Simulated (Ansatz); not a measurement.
# One shape, several levels: CH6AlNSi (SMILES [AlH2]/[N]=C\[SiH3])

We compute a comparison of 6 runs (HF/3-21G, HF/def2-SVP, SVWN5/STO-3G, PBE0/def2-SVP, PBE/6-311G**, MP2/cc-pVDZ) of CH6AlNSi. 

The calculation is run with Ansatz 0.2.0.

5 further runs of the same task are left out: 2 for a known fault of the program, 1 that didn't finish, 2 set aside as unsound or not needed.

### 1 The structure to begin with

CH6AlNSi: 10 atoms, total charge 0, spin state singlet. As SMILES, `[AlH2]/[N]=C\[SiH3]`. Geometry: relaxed at PBE0-D4/def2-TZVP.

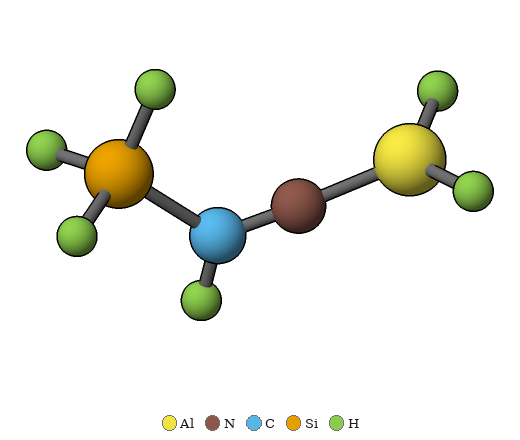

Viewed from a chosen angle; aluminium yellow, nitrogen brown, carbon blue, silicon amber, hydrogen green.

### 2 Energy and forces at HF/3-21G (run 1)

The input, input.yaml:

```yaml
crystal:
  periodic: [false, false, false]
  atoms:
    - {symbol: Al, position_ang: [-0.801100, 2.183500, -0.771800]}
    - {symbol: N, position_ang: [-0.589900, 0.458600, -0.561600]}
    - {symbol: C, position_ang: [-0.390900, -0.758900, -0.367900]}
    - {symbol: Si, position_ang: [0.911600, -1.414700, 0.854900]}
    - {symbol: H, position_ang: [0.069200, 2.879500, -1.890800]}
    - {symbol: H, position_ang: [-1.855500, 2.894700, 0.164500]}
    - {symbol: H, position_ang: [-0.988000, -1.509200, -0.921900]}
    - {symbol: H, position_ang: [0.242900, -2.252900, 1.887000]}
    - {symbol: H, position_ang: [1.886500, -2.271500, 0.126600]}
    - {symbol: H, position_ang: [1.598200, -0.260400, 1.483900]}
basis:
  gaussian:
    orbitals: 3-21G.json
hamiltonian:
  xc: hf
accuracy: high
output:
  forces: true
  orbitals: {seedname: orbitals}
```

The basis set 3-21G is read from a file made from the Basis Set Exchange's data (not shown).

Run with:

```
$ ansatz run input.yaml --threads 1 --pin off --max-ram 2610MiB --events-out events.jsonl --progress --plain --runs-dir runs
```

Log, cut to the lines that bear on the results:

```text
Warning: RAYON_NUM_THREADS=1 ignored (pool sized by the plan → 1); use --threads N
Functional definition: HF
  name "HF"
[...]
1349 factors; integrals over basis functions are off by at most 7.5e-9 eV
[...]
mean field -16959.19747428 eV, -623.2390118230 hartree, gradient 3.0e-8 eV, S^2 0.000000; 0 other end points of the search recorded, 0 dependent functions left out
[...]
reference -16959.19747428 eV, -623.2390118230 hartree; 23, 23 occupied and 33, 33 virtual orbitals, 1349 factors
Total energy: -16959.19747428 eV, -623.2390118230 hartree
Atom 0 at    -0.801100     2.183500    -0.771800 Å, force    -0.035973    -0.050821    -0.031070 eV/Å
Atom 1 at    -0.589900     0.458600    -0.561600 Å, force     0.092114    -0.343902     0.086408 eV/Å
Atom 2 at    -0.390900    -0.758900    -0.367900 Å, force    -0.708298     0.113774    -0.662915 eV/Å
Atom 3 at     0.911600    -1.414700     0.854900 Å, force     0.274591    -0.234051     0.259115 eV/Å
Atom 4 at     0.069200     2.879500    -1.890800 Å, force     0.096766     0.139905    -0.127467 eV/Å
Atom 5 at    -1.855500     2.894700     0.164500 Å, force    -0.118905     0.140922     0.103355 eV/Å
Atom 6 at    -0.988000    -1.509200    -0.921900 Å, force     0.283672     0.264046     0.264049 eV/Å
Atom 7 at     0.242900    -2.252900     1.887000 Å, force     0.027277    -0.003686     0.050651 eV/Å
Atom 8 at     1.886500    -2.271500     0.126600 Å, force     0.052378    -0.003938     0.023664 eV/Å
Atom 9 at     1.598200    -0.260400     1.483900 Å, force     0.036378    -0.022250     0.034211 eV/Å
Dipole moment:     0.029002    -0.226464     0.028410 e Å
```

It took 4.8 s on 1 thread of Intel Xeon at 2.50GHz (Skylake/Cascade Lake), shared host.

### 3 Energy and gradient at HF/def2-SVP (run 2)

The input, run.yaml:

```yaml
crystal:
  periodic: [false, false, false]
  atoms:
    - {symbol: Al, position_ang: [-0.801100, 2.183500, -0.771800]}
    - {symbol: "N", position_ang: [-0.589900, 0.458600, -0.561600]}
    - {symbol: C, position_ang: [-0.390900, -0.758900, -0.367900]}
    - {symbol: Si, position_ang: [0.911600, -1.414700, 0.854900]}
    - {symbol: H, position_ang: [0.069200, 2.879500, -1.890800]}
    - {symbol: H, position_ang: [-1.855500, 2.894700, 0.164500]}
    - {symbol: H, position_ang: [-0.988000, -1.509200, -0.921900]}
    - {symbol: H, position_ang: [0.242900, -2.252900, 1.887000]}
    - {symbol: H, position_ang: [1.886500, -2.271500, 0.126600]}
    - {symbol: H, position_ang: [1.598200, -0.260400, 1.483900]}
basis:
  gaussian:
    orbitals: def2-SVP
magnetization:
  spin_polarized: false
  initial_magnetization: 0
accuracy: high
output:
  forces: true
  orbitals: {seedname: orbitals}
hamiltonian:
  xc: hf
```

Run with:

```
$ ansatz run run.yaml --threads 1 --pin off --max-ram 2610MiB --events-out events.jsonl --progress --plain --runs-dir runs
```

Log, cut to the lines that bear on the results:

```text
Warning: RAYON_NUM_THREADS=1 ignored (pool sized by the plan → 1); use --threads N
[... 2 set-up lines as earlier in the session ...]
[...]
2087 factors; integrals over basis functions are off by at most 3.9e-9 eV
[...]
mean field -17045.30234442 eV, -626.4033074364 hartree, gradient 1.4e-8 eV, S^2 0.000000; 0 other end points of the search recorded, 0 dependent functions left out
[...]
reference -17045.30234442 eV, -626.4033074364 hartree; 23, 23 occupied and 71, 71 virtual orbitals, 2087 factors
Total energy: -17045.30234442 eV, -626.4033074364 hartree
Atom 0 at    -0.801100     2.183500    -0.771800 Å, force    -0.036884     0.037375    -0.033043 eV/Å
Atom 1 at    -0.589900     0.458600    -0.561600 Å, force     0.115242    -0.632071     0.110414 eV/Å
Atom 2 at    -0.390900    -0.758900    -0.367900 Å, force    -0.271645     0.490647    -0.257166 eV/Å
Atom 3 at     0.911600    -1.414700     0.854900 Å, force     0.148419    -0.096348     0.140272 eV/Å
Atom 4 at     0.069200     2.879500    -1.890800 Å, force    -0.076841     0.040268     0.082786 eV/Å
Atom 5 at    -1.855500     2.894700     0.164500 Å, force     0.078714     0.038319    -0.082833 eV/Å
Atom 6 at    -0.988000    -1.509200    -0.921900 Å, force     0.041718     0.093617     0.038882 eV/Å
Atom 7 at     0.242900    -2.252900     1.887000 Å, force     0.053279     0.062554    -0.042000 eV/Å
Atom 8 at     1.886500    -2.271500     0.126600 Å, force    -0.037543     0.063742     0.055192 eV/Å
Atom 9 at     1.598200    -0.260400     1.483900 Å, force    -0.014459    -0.098104    -0.012505 eV/Å
Dipole moment:     0.035521    -0.248091     0.034701 e Å
```

It took 8.4 s on 1 thread of Intel Xeon at 2.50GHz (Skylake/Cascade Lake), shared host.

Runs 3 to 4 aren't shown in full; the table further down has their settings and results.

### 4 Energy and forces at PBE/6-311G(d,p) (run 5)

The input, molecule.yaml:

```yaml
crystal:
  periodic: [false, false, false]
  atoms:
    - symbol: Al
      position_ang: [-0.801100, 2.183500, -0.771800]
    - symbol: N
      position_ang: [-0.589900, 0.458600, -0.561600]
    - symbol: C
      position_ang: [-0.390900, -0.758900, -0.367900]
    - symbol: Si
      position_ang: [0.911600, -1.414700, 0.854900]
    - symbol: H
      position_ang: [0.069200, 2.879500, -1.890800]
    - symbol: H
      position_ang: [-1.855500, 2.894700, 0.164500]
    - symbol: H
      position_ang: [-0.988000, -1.509200, -0.921900]
    - symbol: H
      position_ang: [0.242900, -2.252900, 1.887000]
    - symbol: H
      position_ang: [1.886500, -2.271500, 0.126600]
    - symbol: H
      position_ang: [1.598200, -0.260400, 1.483900]
basis:
  gaussian: {orbitals: 6-311G_st__st_-spherical.json}
accuracy: high
magnetization: {spin_polarized: false}
hamiltonian: {xc: pbe}
output: {forces: true, orbitals: {seedname: orbitals}}
```

The basis set 6-311G** is read from a file made from the Basis Set Exchange's data (not shown).

Run with:

```
$ ansatz run molecule.yaml --threads 1 --pin off --max-ram 2610MiB --events-out events.jsonl --progress --plain --runs-dir runs
```

Log, cut to the lines that bear on the results:

```text
Warning: RAYON_NUM_THREADS=1 ignored (pool sized by the plan → 1); use --threads N
Functional definition: PBE
  name "PBE"
[...]
2409 factors; integrals over basis functions are off by at most 6.1e-8 eV
[...]
mean field -17088.17881553 eV, -627.9789886872 hartree, gradient 2.1e-8 eV, S^2 0.000000; 0 other end points of the search recorded, 0 dependent functions left out
[...]
reference -17088.17882104 eV, -627.9789888895 hartree; 23, 23 occupied and 101, 101 virtual orbitals, 2409 factors
Total energy: -17088.17882104 eV, -627.9789888895 hartree
Atom 0 at    -0.801100     2.183500    -0.771800 Å, force    -0.066591     0.502114    -0.064146 eV/Å
Atom 1 at    -0.589900     0.458600    -0.561600 Å, force    -0.106189     0.494799    -0.103148 eV/Å
Atom 2 at    -0.390900    -0.758900    -0.367900 Å, force     0.116981    -0.702409     0.114187 eV/Å
Atom 3 at     0.911600    -1.414700     0.854900 Å, force     0.047632    -0.058574     0.044804 eV/Å
Atom 4 at     0.069200     2.879500    -1.890800 Å, force     0.096697     0.050383    -0.119368 eV/Å
Atom 5 at    -1.855500     2.894700     0.164500 Å, force    -0.111541     0.051480     0.103496 eV/Å
Atom 6 at    -0.988000    -1.509200    -0.921900 Å, force    -0.148199    -0.237109    -0.136966 eV/Å
Atom 7 at     0.242900    -2.252900     1.887000 Å, force    -0.088973    -0.133922     0.162584 eV/Å
Atom 8 at     1.886500    -2.271500     0.126600 Å, force     0.154746    -0.136759    -0.098302 eV/Å
Atom 9 at     1.598200    -0.260400     1.483900 Å, force     0.105437     0.169996     0.096860 eV/Å
Dipole moment:     0.034606    -0.298067     0.034273 e Å
```

Run time: 23 s. Hardware: 1 thread of Intel Xeon at 2.50GHz (Skylake/Cascade Lake), shared host; peak memory 0.36 GiB.

### 5 Energy and gradient at MP2/cc-pVDZ (run 6)

The input, job.yaml:

```yaml
crystal:
  periodic: [false, false, false]
  atoms:
    - {symbol: Al, position_ang: [-0.801100, 2.183500, -0.771800]}
    - {symbol: "N", position_ang: [-0.589900, 0.458600, -0.561600]}
    - {symbol: C, position_ang: [-0.390900, -0.758900, -0.367900]}
    - {symbol: Si, position_ang: [0.911600, -1.414700, 0.854900]}
    - {symbol: H, position_ang: [0.069200, 2.879500, -1.890800]}
    - {symbol: H, position_ang: [-1.855500, 2.894700, 0.164500]}
    - {symbol: H, position_ang: [-0.988000, -1.509200, -0.921900]}
    - {symbol: H, position_ang: [0.242900, -2.252900, 1.887000]}
    - {symbol: H, position_ang: [1.886500, -2.271500, 0.126600]}
    - {symbol: H, position_ang: [1.598200, -0.260400, 1.483900]}
basis:
  gaussian: {orbitals: cc-pVDZ}
correlation: {method: mp2, frozen_orbitals: {Al: 5, C: 1, H: 0, "N": 1, Si: 5}}
accuracy: high
output: {forces: true, orbitals: {seedname: orbitals}}
```

Run with:

```
$ ansatz run job.yaml --threads 1 --pin off --max-ram 2610MiB --events-out events.jsonl --progress --plain --runs-dir runs
```

Log, cut to the lines that bear on the results:

```text
Warning: RAYON_NUM_THREADS=1 ignored (pool sized by the plan → 1); use --threads N
[... 2 set-up lines as earlier in the session ...]
[...]
2210 factors; integrals over basis functions are off by at most 3.7e-9 eV
[...]
mean field -17051.75410919 eV, -626.6404054188 hartree, gradient 4.4e-8 eV, S^2 0.000000; 0 other end points of the search recorded, 0 dependent functions left out
12 core orbitals not correlated: weight in the atoms' cores, before any rotation towards them, 1.000 or more for the frozen orbitals, at most 0.000 for the correlated occupied ones
reference -17051.75410919 eV, -626.6404054188 hartree; 11, 11 occupied and 71, 71 virtual orbitals, 2210 factors
second order -12.54551234 eV of doubles, -0.00000000 eV of singles
[...]
Total energy: -17064.29962154 eV, -627.1014444937 hartree
Atom 0 at    -0.801100     2.183500    -0.771800 Å, force    -0.123312     0.960665    -0.120728 eV/Å
Atom 1 at    -0.589900     0.458600    -0.561600 Å, force    -0.186060     1.002130    -0.180263 eV/Å
Atom 2 at    -0.390900    -0.758900    -0.367900 Å, force     0.235514    -1.560137     0.229811 eV/Å
Atom 3 at     0.911600    -1.414700     0.854900 Å, force     0.211042    -0.139725     0.198869 eV/Å
Atom 4 at     0.069200     2.879500    -1.890800 Å, force     0.001092     0.006307    -0.001005 eV/Å
Atom 5 at    -1.855500     2.894700     0.164500 Å, force    -0.000030     0.005728     0.000729 eV/Å
Atom 6 at    -0.988000    -1.509200    -0.921900 Å, force    -0.200456    -0.264615    -0.185606 eV/Å
Atom 7 at     0.242900    -2.252900     1.887000 Å, force    -0.012300    -0.027865     0.048957 eV/Å
Atom 8 at     1.886500    -2.271500     0.126600 Å, force     0.047763    -0.028582    -0.015334 eV/Å
Atom 9 at     1.598200    -0.260400     1.483900 Å, force     0.026747     0.046093     0.024568 eV/Å
Dipole moment:     0.029454    -0.264975     0.029204 e Å
```

Run time: 24 s. Hardware: 1 thread of Intel Xeon at 2.50GHz (Skylake/Cascade Lake), shared host; peak memory 0.38 GiB.

### 6 The series

| run | level | frozen core orbitals | energy (Eh) | dipole moment (D) | HOMO energy (eV) | LUMO energy (eV) | wall time |
| --- | --- | --- | --- | --- | --- | --- | --- |
| 1 | HF/3-21G | – | -623.239012 | 1.11 | -9.05 | 2.02 | 4.8 s |
| 2 | HF/def2-SVP | – | -626.403307 | 1.22 | -9.36 | 2.12 | 8.4 s |
| 3 | SVWN5/STO-3G | – | -617.757228 | 0.35 | -1.60 | 1.86 | 5.4 s |
| 4 | PBE0/def2-SVP | – | -627.765577 | 1.38 | -6.43 | -1.28 | 20 s |
| 5 | PBE/6-311G** | – | -627.978989 | 1.45 | -5.27 | -2.38 | 23 s |
| 6 | MP2/cc-pVDZ | 12 | -627.101444 | 1.29 | -9.25 | 1.96 | 24 s |

### 7 Outcome

```
                                           quantity          value
                                run 6: total energy  -627.10144 Eh
          run 6: dipole moment (correlated density)         1.29 D
         run 6: HOMO energy (Hartree–Fock orbitals)       -9.25 eV
         run 6: LUMO energy (Hartree–Fock orbitals)        1.96 eV
       run 6: HOMO–LUMO gap (Hartree–Fock orbitals)       11.22 eV
run 6: correlation energy (12 core orbitals frozen)     -461.0 mEh
                    run 6: largest force on an atom     1.594 eV/Å
```

In words: The dipole moment (its size) runs from 0.35 D (SVWN5/STO-3G) to 1.45 D (PBE/6-311G**). The two ends differ in method and basis. Over runs 1, 2, 3, 4, 5 the HOMO–LUMO gap runs from 2.89 eV (PBE/6-311G**) to 11.48 eV (HF/def2-SVP). Totals of different functionals can't be ranked against each other. In run 3 the basis is minimal, so the values are rough. All runs together took 85 s, the longest 24 s.
